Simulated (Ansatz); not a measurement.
**AlClO: density, localisation and related maps**

The calculation's input:

```
crystal:
  periodic: [false, false, false]
  atoms:
    - {symbol: O, position_ang: [0.109491, 1.726089, 0.250583]}
    - {symbol: Al, position_ang: [0.009737, 0.153532, 0.022293]}
    - {symbol: Cl, position_ang: [-0.119238, -1.879631, -0.272866]}
basis:
  gaussian: {orbitals: def2-TZVPP}
hamiltonian: {xc: pbe0, dispersion: d4}
output: {orbitals: {seedname: orbitals}}
```

Run with:

```sh
ansatz run in.yaml --threads 4 --pin off --events-out ev --progress --plain --max-ram 10444MiB
```

Geometry: PBE0-D4/def2-TZVP.

The calculation used Ansatz 0.2.0, RKS PBE0-D4/def2-TZVPP.

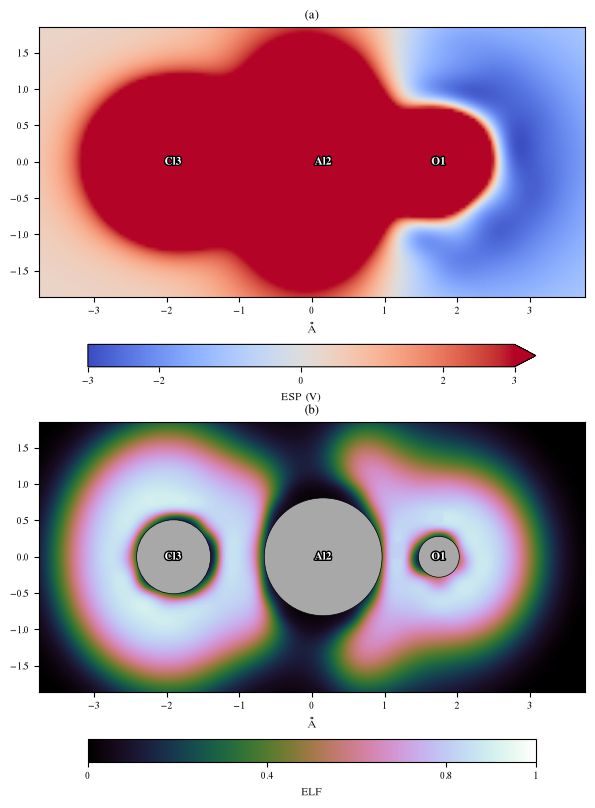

Figure 1. (a) electrostatic potential; (b) ELF on a plane that holds the molecular axis. Grey discs cover the atomic cores in the ELF map.

Describe what can be read from this map.

The plane passes through O, Al and Cl nuclei. Al–O (1.59 Å): the ELF peaks at about 0.80 in the valence shell of O, 0.6 Å from its nucleus, and is about 0.30 at the midpoint. Al–Cl (2.06 Å): the ELF peaks at about 0.85 in the valence shell of Cl, 0.9 Å from its nucleus, and is about 0.75 at the midpoint. The ELF also peaks beside Cl3 and O1, away from the bonds: lone-pair regions. Outside the dense part of the molecule the potential is most negative (−3.0 V) near O1.

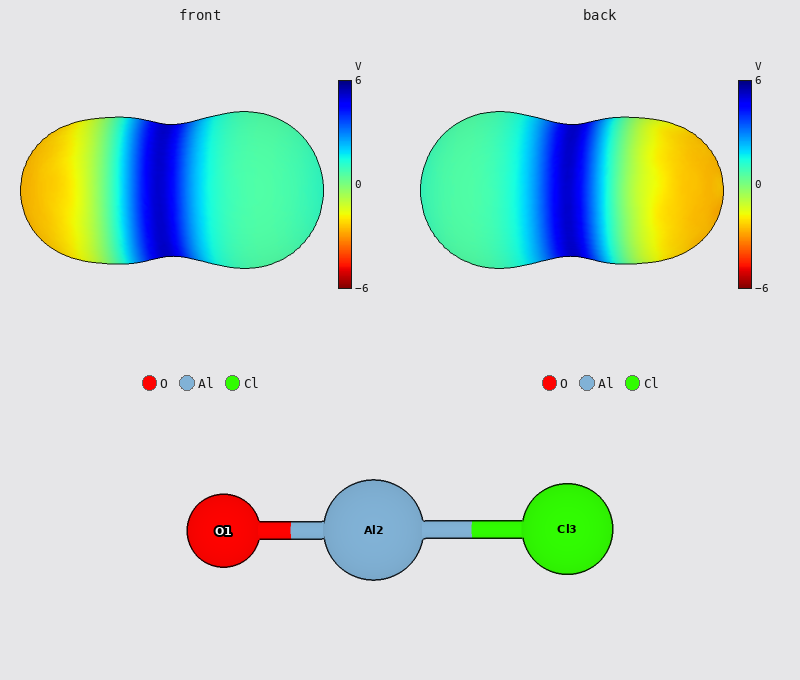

Figure 2. The electrostatic potential painted on the density surface at 0.004 e/bohr³, seen from the front and from behind; the colour scale runs from red (negative) to blue (positive). The bare structure is drawn below in the same view.

Where is the surface potential most negative and most positive?

The most negative region (about −2.6 V) lies over O1, the most positive (about +5.2 V) over Al2. Cl3 shows a σ-hole: about +1.1 V at the tip opposite its bond, against about +0.7 V on its flanks. O1 is the likeliest acceptor of a hydrogen bond.

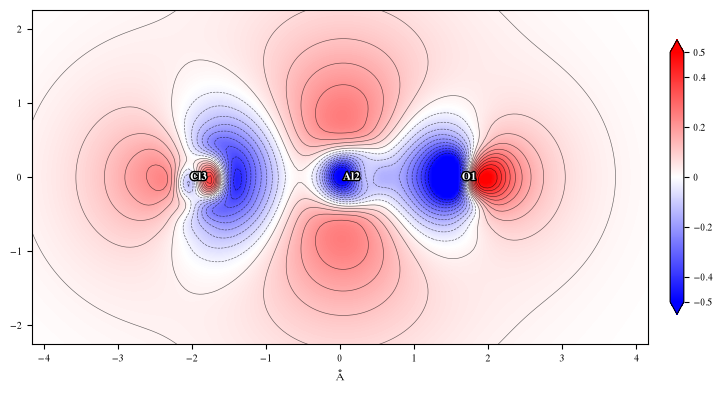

Figure 3. One frontier orbital on a plane that holds the molecular axis (values in Å⁻³ᐟ²; the overall sign is arbitrary).

Which orbital is it: HOMO or LUMO?

The LUMO, at −2.60 eV. By Hirshfeld shares it lies mainly on Al2 (about 65 %), Cl3 (about 20 %) and O1 (about 15 %); it is of σ type.
